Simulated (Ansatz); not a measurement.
## Run report: SiPH$_{6}$ClO$_{2}$, geometry relaxation (part 2 of 2)

The same run, continued: SiPH$_{6}$ClO$_{2}$; RKS CAM-B3LYP-D4/def2-SVP (Ansatz 0.2.0). It belongs to a series of runs on one base structure; here: end point A relaxed.

Geometry of the input (Å):
```
Si -0.1289  -0.2894  0.0041
H  0.1324  -0.3381  1.4411
O  1.2292  -0.3553  -0.9293
H  1.4716  -1.2068  -1.3025
O  -0.9405  1.1042  -0.2708
H  -1.1358  1.3844  -1.1717
Cl -1.2892  -1.9220  -0.5249
P  1.2838  2.5412  1.2335
H  2.4996  2.6443  1.9724
H  1.9137  1.9005  0.1319
H  0.9141  1.3130  1.8441
```

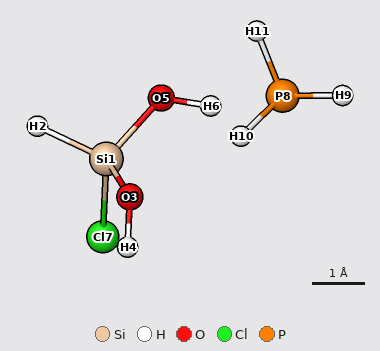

The geometry at step 25 of the log (ball-and-stick view, seen at a tilt; atoms are numbered from 1 in the order of the input).

## Trajectory as extended XYZ, continued
```
11
Properties=species:S:1:pos:R:3:forces:R:3 step=5 energy=-33871.24010
Si   -0.2356   -0.5162   -0.0757    0.1121   0.1114   0.0350
H    -0.0160   -0.7262    1.3616   -0.0131  -0.0751  -0.0020
O     1.1431   -0.5271   -0.9768   -0.0224  -0.0613  -0.0056
H     1.4107   -1.3472   -1.4048    0.0177   0.0092   0.0005
O    -0.9225    0.9618   -0.2100   -0.0657   0.0678   0.0091
H    -1.0002    1.3755   -1.0768    0.0043  -0.0179   0.0014
Cl   -1.4581   -2.0242   -0.7831   -0.0169  -0.0148  -0.0204
P     1.4294    2.8653    1.3132    0.0095  -0.1129  -0.0338
H     2.6824    2.9059    1.9955   -0.0193   0.0173  -0.0161
H     1.9445    2.0780    0.2410   -0.0224   0.0156   0.0505
H     0.9724    1.7304    2.0438    0.0162   0.0606  -0.0186
11
Properties=species:S:1:pos:R:3:forces:R:3 step=8 energy=-33871.25394
Si   -0.2436   -0.5396   -0.0766   -0.0076  -0.0067  -0.0073
H    -0.0590   -0.8516    1.3479   -0.0091  -0.0003  -0.0063
O     1.1498   -0.5327   -0.9524    0.0091   0.0326   0.0108
H     1.4298   -1.3356   -1.4030    0.0010  -0.0165  -0.0031
O    -0.9135    0.9526   -0.1508    0.0211  -0.0164   0.0456
H    -0.9566    1.4022   -1.0018   -0.0070   0.0171  -0.0134
Cl   -1.4793   -1.9854   -0.8936    0.0064   0.0147  -0.0029
P     1.4216    2.8643    1.2476   -0.0059   0.0032  -0.0263
H     2.6791    3.0127    1.9053   -0.0115   0.0090  -0.0092
H     1.9364    1.9558    0.2814    0.0095  -0.0269   0.0022
H     0.9853    1.8332    2.1239   -0.0059  -0.0098   0.0098
11
Properties=species:S:1:pos:R:3:forces:R:3 step=10 energy=-33871.25959 accepted=F
Si   -0.2493   -0.5669   -0.0655   -0.1251  -0.0683   0.0504
H    -0.1282   -1.0091    1.3375   -0.0114   0.0551  -0.1237
O     1.1804   -0.5182   -0.8809   -0.0070  -0.0227  -0.0128
H     1.4486   -1.2781   -1.4090   -0.0150   0.0270   0.0273
O    -0.8976    0.9405   -0.0345    0.0590  -0.1869   0.0332
H    -0.9479    1.4310   -0.8620   -0.0069   0.0786  -0.0304
Cl   -1.4813   -1.9118   -1.0609    0.0979   0.1047   0.0616
P     1.4196    2.8264    1.1015    0.1554  -0.4696   0.1496
H     2.6403    3.1518    1.7805   -0.1183  -0.0413  -0.1023
H     2.0064    1.7398    0.3571   -0.1291   0.3018   0.2144
H     0.9591    1.9708    2.1641    0.1003   0.2218  -0.2672
11
Properties=species:S:1:pos:R:3:forces:R:3 step=12 energy=-33871.26985
Si   -0.2591   -0.5745   -0.0692   -0.0060   0.0100   0.0165
H    -0.1388   -1.0151    1.3286   -0.0085   0.0030  -0.0152
O     1.1714   -0.5183   -0.8832   -0.0068   0.0093   0.0098
H     1.4519   -1.2880   -1.3888    0.0050  -0.0019  -0.0051
O    -0.9012    0.9322   -0.0302    0.0120  -0.0725   0.0035
H    -0.9101    1.4616   -0.8356   -0.0036   0.0191  -0.0041
Cl   -1.4770   -1.9206   -1.0632    0.0015   0.0260  -0.0011
P     1.4107    2.8229    1.1045    0.0260  -0.0596   0.0202
H     2.6294    3.1480    1.7714   -0.0001   0.0176  -0.0231
H     2.0004    1.7700    0.3469   -0.0137   0.0245   0.0294
H     0.9724    1.9578    2.1469   -0.0058   0.0245  -0.0309
11
Properties=species:S:1:pos:R:3:forces:R:3 step=14 energy=-33871.27748
Si   -0.2858   -0.6264   -0.0756   -0.0155   0.0280   0.0301
H    -0.2330   -1.1849    1.2873    0.0044   0.0351  -0.0748
O     1.1801   -0.5245   -0.8244   -0.0597  -0.0741   0.0000
H     1.4673   -1.2590   -1.3790   -0.0063   0.0485   0.0284
O    -0.9090    0.8836    0.0632    0.0235   0.0112  -0.1581
H    -0.8704    1.4919   -0.6889    0.0002  -0.1312   0.1562
Cl   -1.4813   -1.8738   -1.2208    0.0482   0.0718   0.0212
P     1.4269    2.8203    1.0140    0.1291  -0.2288   0.1130
H     2.6264    3.2669    1.6517   -0.0689   0.0027  -0.0538
H     2.0559    1.6733    0.4322   -0.0941   0.1500   0.0757
H     0.9730    2.1087    2.1681    0.0391   0.0869  -0.1379
11
Properties=species:S:1:pos:R:3:forces:R:3 step=16 energy=-33871.28784
Si   -0.3214   -0.6908   -0.0821   -0.0694   0.0679   0.0581
H    -0.3692   -1.3989    1.2165    0.0152   0.0944  -0.1723
O     1.1934   -0.5548   -0.7263   -0.1097  -0.1533  -0.0383
H     1.4952   -1.2337   -1.3430   -0.0315   0.0942   0.0795
O    -0.9090    0.8200    0.1854    0.0893   0.0284  -0.2986
H    -0.7908    1.5091   -0.4905   -0.0380  -0.2760   0.2722
Cl   -1.4847   -1.7673   -1.4274    0.1321   0.1282   0.1035
P     1.4262    2.8048    0.9282    0.1305  -0.1109   0.1770
H     2.6062    3.4130    1.4664   -0.1183  -0.0620  -0.0764
H     2.0931    1.6116    0.5165   -0.0434   0.1152   0.0413
H     1.0111    2.2631    2.1842    0.0433   0.0739  -0.1461
11
Properties=species:S:1:pos:R:3:forces:R:3 step=19 energy=-33871.31323
Si   -0.3894   -0.7792   -0.0982   -0.0104   0.0657   0.0158
H    -0.5995   -1.6812    1.0533    0.0257   0.0838  -0.1287
O     1.1926   -0.6197   -0.5518   -0.1151  -0.1680  -0.0799
H     1.5193   -1.1964   -1.2547   -0.0300   0.1004   0.1068
O    -0.9570    0.6924    0.3474    0.0858   0.0692  -0.1836
H    -0.7259    1.4784   -0.1757   -0.0519  -0.2232   0.1518
Cl   -1.4197   -1.5701   -1.7218    0.1092   0.0869   0.1327
P     1.4395    2.7759    0.8321    0.2105  -0.0826   0.2045
H     2.5610    3.6065    1.1650   -0.1874  -0.1253  -0.0631
H     2.2159    1.5923    0.6393   -0.0941   0.1460   0.0269
H     1.1132    2.4772    2.1929    0.0578   0.0471  -0.1831
11
Properties=species:S:1:pos:R:3:forces:R:3 step=21 energy=-33871.30805 accepted=F
Si   -0.4175   -0.8077   -0.1133   -0.3519  -0.4315   0.4353
H    -0.8464   -1.7506    0.9181    0.0890  -0.3357   0.0074
O     1.2065   -0.7620   -0.3315    0.3397   0.0196  -0.2756
H     1.5716   -1.0697   -1.1718   -0.0763   0.0509   0.1726
O    -0.9938    0.5971    0.4646    0.0435   0.5095  -0.1561
H    -0.6654    1.4213    0.0780   -0.0693   0.1521   0.0364
Cl   -1.2742   -1.3643   -1.9026    0.0001   0.0325  -0.2127
P     1.3964    2.6998    0.7965   -0.0188  -0.0331  -0.0170
H     2.4151    3.6848    0.8853    0.0343   0.0420  -0.0188
H     2.2783    1.6035    0.6033    0.0021   0.0103   0.0267
H     1.2795    2.5237    2.2012    0.0077  -0.0166   0.0019
11
Properties=species:S:1:pos:R:3:forces:R:3 step=23 energy=-33871.33207
Si   -0.4079   -0.7933   -0.0959   -0.0067   0.0168   0.0315
H    -0.7017   -1.7566    0.9768    0.0088   0.0094  -0.0302
O     1.1991   -0.6641   -0.4495   -0.0260  -0.0565  -0.0354
H     1.5342   -1.1565   -1.2078   -0.0070   0.0354   0.0461
O    -0.9719    0.6559    0.4085    0.0169  -0.0060  -0.0435
H    -0.6840    1.4650   -0.0396   -0.0170  -0.0280   0.0335
Cl   -1.3512   -1.4475   -1.8203    0.0198   0.0193   0.0077
P     1.4170    2.7216    0.8036    0.0557   0.0119   0.0398
H     2.4816    3.6487    1.0021   -0.0477  -0.0305  -0.0207
H     2.2556    1.5841    0.6583   -0.0102   0.0201   0.0041
H     1.1793    2.5185    2.1917    0.0135   0.0082  -0.0329
11
Properties=species:S:1:pos:R:3:forces:R:3 step=25 energy=-33871.34206
Si   -0.4479   -0.8232   -0.0927   -0.0106  -0.1100  -0.1121
H    -0.8524   -1.8784    0.8567    0.0251   0.0865  -0.0955
O     1.1910   -0.7236   -0.2924    0.0452  -0.1687  -0.3524
H     1.5601   -1.0838   -1.1160   -0.1637   0.1607   0.3762
O    -1.0341    0.5865    0.4860    0.0438   0.0746  -0.0444
H    -0.6918    1.4265    0.1379   -0.0344  -0.1040   0.0451
Cl   -1.2359   -1.2869   -1.9661    0.0888   0.0521   0.1912
P     1.4157    2.6708    0.7713    0.1221   0.0973   0.1074
H     2.3986    3.7101    0.7947   -0.1238  -0.1297  -0.0105
H     2.3407    1.6000    0.6591    0.0009   0.0173  -0.0214
H     1.3061    2.5780    2.1894    0.0067   0.0238  -0.0836
11
Properties=species:S:1:pos:R:3:forces:R:3 step=28 energy=-33871.35648
Si   -0.4763   -0.8310   -0.1036    0.0036  -0.0191  -0.0043
H    -0.9498   -1.9399    0.7381   -0.0084   0.0097  -0.0126
O     1.1693   -0.7379   -0.1874    0.0303   0.0155   0.0271
H     1.6091   -1.1007   -0.9636   -0.0275  -0.0031   0.0054
O    -1.0813    0.5440    0.5329   -0.0024  -0.0104  -0.0087
H    -0.7194    1.3990    0.2528    0.0137  -0.0054   0.0108
Cl   -1.1374   -1.1593   -2.0402   -0.0089   0.0085  -0.0073
P     1.4015    2.6576    0.7763   -0.0199  -0.0258  -0.0002
H     2.3140    3.7440    0.6853    0.0048   0.0005  -0.0028
H     2.3589    1.6364    0.5438    0.0034   0.0250   0.0025
H     1.4614    2.5637    2.1934    0.0113   0.0045  -0.0099
11
Properties=species:S:1:pos:R:3:forces:R:3 step=30 energy=-33871.36515
Si   -0.5115   -0.8454   -0.1159    0.0427  -0.0232  -0.0215
H    -1.0778   -2.0051    0.5991    0.0405   0.0733  -0.0618
O     1.1402   -0.7843   -0.0662   -0.0580   0.0034   0.0119
H     1.6435   -1.1390   -0.8071   -0.0613  -0.0066   0.0096
O    -1.1242    0.4956    0.5818    0.0061   0.0217  -0.0316
H    -0.7155    1.3569    0.3935   -0.0027  -0.0801   0.0062
Cl   -1.0383   -1.0073   -2.1201    0.0334   0.0144   0.0971
P     1.3998    2.6243    0.7676    0.1527   0.0362   0.0791
H     2.1761    3.8087    0.5804   -0.0797  -0.1136   0.0151
H     2.4418    1.7132    0.4386   -0.0661   0.0730   0.0200
H     1.6162    2.5585    2.1763   -0.0077   0.0014  -0.1240
11
Properties=species:S:1:pos:R:3:forces:R:3 step=32 energy=-33871.37354
Si   -0.5504   -0.8565   -0.1221    0.1474   0.0025  -0.0218
H    -1.1952   -2.0459    0.4646    0.0388   0.0597  -0.0415
O     1.0946   -0.8231    0.0771   -0.1552  -0.0055  -0.0160
H     1.6412   -1.1744   -0.6340   -0.0223  -0.0067   0.0064
O    -1.1979    0.4568    0.5922    0.0666   0.1890  -0.0003
H    -0.7279    1.3074    0.5116   -0.0694  -0.2026  -0.0076
Cl   -0.8936   -0.8953   -2.1721    0.0229   0.0008   0.0925
P     1.4207    2.5977    0.7640    0.2487  -0.0567   0.0357
H     2.0212    3.8774    0.5497   -0.0638  -0.1524   0.0476
H     2.5234    1.8374    0.2635   -0.1852   0.1424   0.0694
H     1.8140    2.4945    2.1335   -0.0286   0.0295  -0.1644
11
Properties=species:S:1:pos:R:3:forces:R:3 step=34 energy=-33871.36117 accepted=F
Si   -0.5622   -0.8200   -0.1261   -0.8631  -0.2571  -0.0518
H    -1.2206   -2.0150    0.4186   -0.1275  -0.0463  -0.0418
O     1.0315   -0.8014    0.1847    1.0488   0.0009   0.0514
H     1.6071   -1.2480   -0.4452    0.0812   0.0209   0.0477
O    -1.2262    0.4967    0.5529   -0.0187   0.2018   0.0311
H    -0.6452    1.2781    0.5339   -0.1223   0.1030   0.0422
Cl   -0.7825   -0.8544   -2.1845   -0.0072  -0.0028  -0.0696
P     1.4254    2.5319    0.7463   -0.3544   0.0253  -0.0025
H     1.8314    3.8867    0.6679    0.0425   0.1005  -0.0106
H     2.5274    2.0104    0.0470    0.2374  -0.0991  -0.1531
H     1.9640    2.3110    2.0324    0.0834  -0.0469   0.1571
11
Properties=species:S:1:pos:R:3:forces:R:3 step=36 energy=-33871.39160
Si   -0.5531   -0.8183   -0.1072   -0.0911   0.0089  -0.0275
H    -1.2190   -2.0191    0.4209   -0.0091  -0.0058  -0.0163
O     1.0678   -0.7700    0.2009    0.1077  -0.0106   0.0092
H     1.6559   -1.1707   -0.4489   -0.0058   0.0134   0.0278
O    -1.2551    0.4876    0.5681    0.0361   0.0105   0.0037
H    -0.7399    1.3117    0.5332   -0.0314   0.0100   0.0064
Cl   -0.7530   -0.8383   -2.1724   -0.0011  -0.0160   0.0105
P     1.4108    2.5196    0.7331    0.0280  -0.0003   0.0385
H     1.8843    3.8596    0.6563    0.0055  -0.0297  -0.0059
H     2.4954    1.9428    0.0206   -0.0245   0.0354   0.0087
H     1.9559    2.2712    2.0233   -0.0143  -0.0158  -0.0550
11
Properties=species:S:1:pos:R:3:forces:R:3 step=39 energy=-33871.40519
Si   -0.5482   -0.7895   -0.0868    0.0346   0.0204   0.0184
H    -1.2139   -2.0061    0.4045    0.0024  -0.0025  -0.0046
O     1.0532   -0.6904    0.3286   -0.0545  -0.0108  -0.0555
H     1.6925   -1.1117   -0.2577   -0.0282   0.0201   0.0328
O    -1.3247    0.5017    0.5376    0.1066   0.0075  -0.0403
H    -0.8261    1.3370    0.5191   -0.0521  -0.0060   0.0167
Cl   -0.6180   -0.8337   -2.1602    0.0092   0.0019   0.0392
P     1.3901    2.5043    0.6955    0.0867  -0.0218   0.0400
H     1.9182    3.8203    0.8381   -0.0248  -0.0494  -0.0105
H     2.3771    2.0680   -0.2301   -0.0417   0.0225   0.0222
H     2.0499    1.9760    1.8395   -0.0383   0.0180  -0.0584
11
Properties=species:S:1:pos:R:3:forces:R:3 step=41 energy=-33871.40750
Si   -0.5363   -0.7716   -0.0802   -0.0403  -0.0214   0.0201
H    -1.1954   -1.9896    0.4185    0.0076   0.0067  -0.0073
O     1.0604   -0.6597    0.3403   -0.0029   0.0092   0.0040
H     1.7038   -1.0885   -0.2344    0.0047   0.0006   0.0054
O    -1.3285    0.5165    0.5261    0.0457   0.0169  -0.0126
H    -0.8484    1.3620    0.5076   -0.0147  -0.0175   0.0118
Cl   -0.5918   -0.8348   -2.1510    0.0023  -0.0008  -0.0164
P     1.3795    2.4765    0.6971   -0.0268   0.0214  -0.0163
H     1.9109    3.7860    0.8626    0.0057  -0.0063   0.0061
H     2.3386    2.0677   -0.2651    0.0053  -0.0010  -0.0104
H     2.0572    1.9115    1.8064    0.0133  -0.0079   0.0157
11
Properties=species:S:1:pos:R:3:forces:R:3 step=43 energy=-33871.40814
Si   -0.5352   -0.7688   -0.0825   -0.0120  -0.0011   0.0053
H    -1.1931   -1.9904    0.4091    0.0026   0.0101  -0.0022
O     1.0572   -0.6490    0.3515   -0.0113   0.0085   0.0145
H     1.7095   -1.1023   -0.1928    0.0100  -0.0081  -0.0114
O    -1.3294    0.5190    0.5202    0.0029  -0.0081  -0.0038
H    -0.8519    1.3655    0.5145    0.0044  -0.0060   0.0008
Cl   -0.5795   -0.8318   -2.1539    0.0029   0.0006  -0.0022
P     1.3736    2.4827    0.6958    0.0122  -0.0052   0.0073
H     1.9231    3.7814    0.8864    0.0011  -0.0048  -0.0038
H     2.3084    2.0889   -0.2978   -0.0084   0.0073   0.0130
H     2.0675    1.8807    1.7774   -0.0044   0.0067  -0.0175
```

## Key numbers

- outcome: converged
- total energy: −33871.4083 eV
- mean-field energy: −33871.1740 eV
- largest force (length of the vector) at the end: 0.020 eV/Å
- wall time: 33 s (CPU time 1.9 min)
- peak memory: 0.35 GiB
